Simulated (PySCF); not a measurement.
H₃InSe₃, SMILES [SeH][In]([SeH])[SeH], PBE0/def2-SVP optimised geometry. Atoms within 1.6 Å of the plane z = 0.0 Å (x, y, z in Å): In1 (0.00, 0.55, 0.00), Se2 (-2.23, 1.72, 0.00), H3 (-2.95, 0.43, 0.00), Se4 (2.08, 1.97, 0.00), H5 (2.95, 0.78, -0.01), Se6 (0.08, -1.97, 0.00), H7 (1.56, -1.97, 0.00).

Level of theory: PySCF 2.14.0 with PBE0/def2-TZVP, def2 effective core potentials past Kr. The core electrons that the potentials of In replace are not part of the density. Cells within 0.4 Å of a nucleus heavier than hydrogen are left out (blank, or x).

Map of the LUMO amplitude (bohr^(-3/2)) on the plane z = 0.0 Å; orbital energy -2.05 eV, overall sign arbitrary:

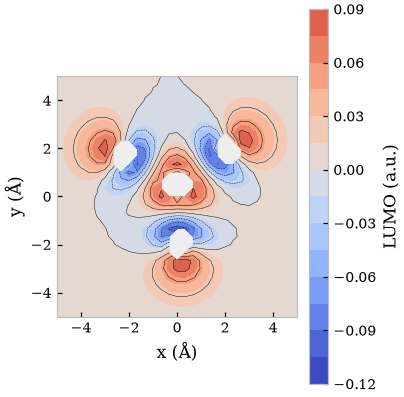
*LUMO amplitude (bohr^(-3/2)) on the plane z = 0.0 Å.*
